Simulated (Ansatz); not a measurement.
# Calculations on C2H5Si

**1. Relaxation**

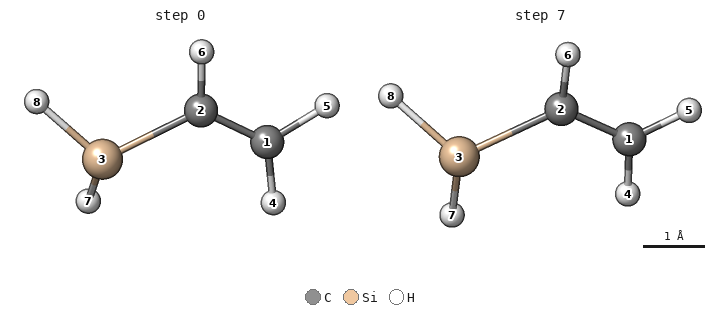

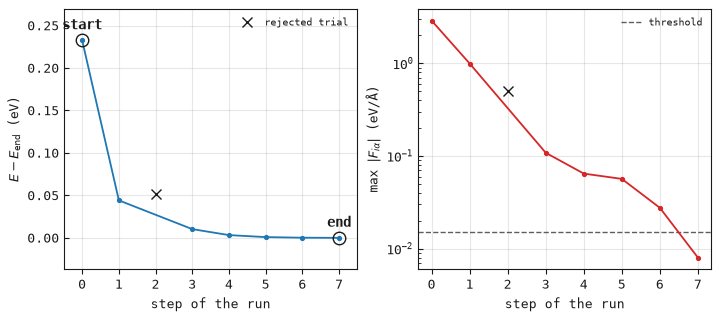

First and last geometry of a relaxation of C$_{2}$H$_{5}$Si (multiplicity 2), with the history of the run. The picture is a ball-and-stick view, seen at a tilt.

The run prepares an end point of a later path (inversion) calculation, from a guessed geometry.

These are results of UKS PBE-D4/6-31G* (Ansatz 0.2.0), not measurements. Set-up: collinear spin; force threshold 0.015 eV/Å; at most 40 steps.

Did the run converge, and what did it change?

It converged. Over 6 accepted moves (7 points after the start) the energy falls by 0.233 eV. Largest force component: 2.9 eV/Å at the start, 0.008 eV/Å at the end. The line search rejected the trial step at point 2 of the run. The atom that moves furthest after the best rigid fit is H7 (0.29 Å). By element the largest moves are H 0.29 Å, Si 0.07 Å, C 0.07 Å. Some distances before and after: C1–H5 1.151 → 1.097 Å, C1–C2 1.306 → 1.356 Å, C2–Si3 1.805 → 1.851 Å, Si3–H8 1.457 → 1.502 Å. Bond angles that change, for instance: C2–C1–H4 126.9° → 122.0°, C1–C2–H6 121.6° → 118.0°, C2–C1–H5 118.7° → 122.0°. Cost: 17 s on 1 thread of AMD EPYC 7R43 64-Core Processor (Zen 3), with other jobs on the host, peak memory 0.15 GiB.

**2. Relaxation**

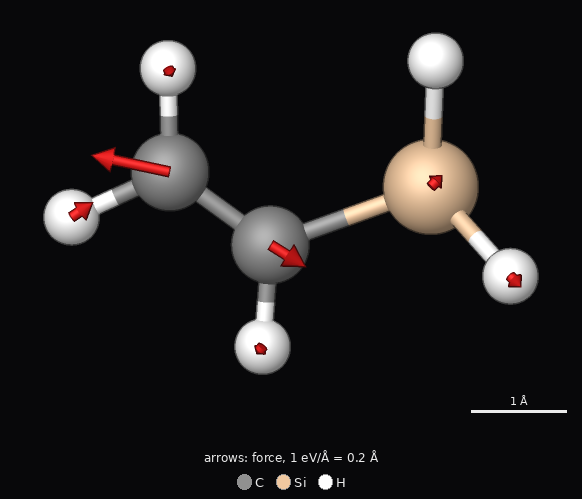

Starting geometry of C2H5Si (multiplicity 2) with the computed forces as red arrows. Style: ball-and-stick. Shown at a tilt.

The run prepares an end point of a later path (inversion) calculation, from a guessed geometry.

Theory: Ansatz, UKS PBE-D4/6-31G*. Set-up: collinear spin; force threshold 0.015 eV/Å; at most 40 steps.

> Is this structure relaxed? If not, where do the atoms go?

It isn't relaxed: the largest force vector, on a C atom, is 4.28 eV/Å. The final displacements follow the starting forces only in part (cosine between the two patterns 0.45). An H atom moves most after the best rigid fit: 0.11 Å. Largest moves by element: H 0.11 Å, C 0.07 Å, Si 0.05 Å. Among the contacts that change: C–H 1.151 → 1.097 Å, C–C 1.306 → 1.356 Å, C–Si 1.805 → 1.851 Å, H–Si 1.457 → 1.502 Å. Among the angles between lasting bonds that change: C–C–H 126.9° → 122.0°, C–C–H 121.6° → 117.9°, C–C–H 118.7° → 122.1°. Over 6 geometry steps the energy falls by 20.3 kJ/mol. The largest force component goes from 3 to 0.0051 eV/Å. Cost: 15 s on 1 thread of AMD EPYC 7R43 64-Core Processor (Zen 3), on a shared host, peak memory 0.15 GiB.

**3. Path**

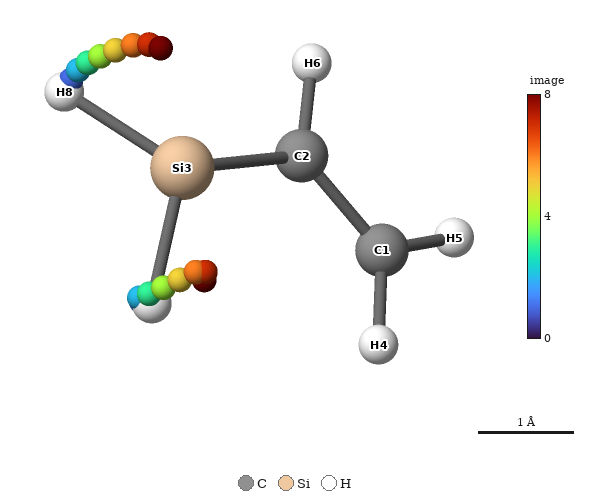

A search for the minimum-energy path of C$_{2}$H$_{5}$Si (multiplicity 2) by the nudged elastic band. Images are numbered from 0 (start) to 8 (end). The start is drawn whole; smaller spheres mark the moving atoms (H) in the later images, joined by lines and coloured by the number of the image. A ball-and-stick model, seen at a tilt.

Level of theory: UKS PBE-D4/6-31G* (Ansatz). Settings: 7 movable images; climbing image; force threshold 0.05 eV/Å; iteration limit 60; starting path by image-dependent pair potential.

Question: Describe the path and its energy.

Answer: The motion is an umbrella inversion at the Si atom. No bond forms or breaks between the ends. Bond angles that change up to the highest image, for instance: C–Si–H 112.3° → 121.0°, C–Si–H 113.3° → 120.4°. The two ends have the same energy, and the highest point, image 4, lies 12.5 kJ/mol above the start. The band is converged.
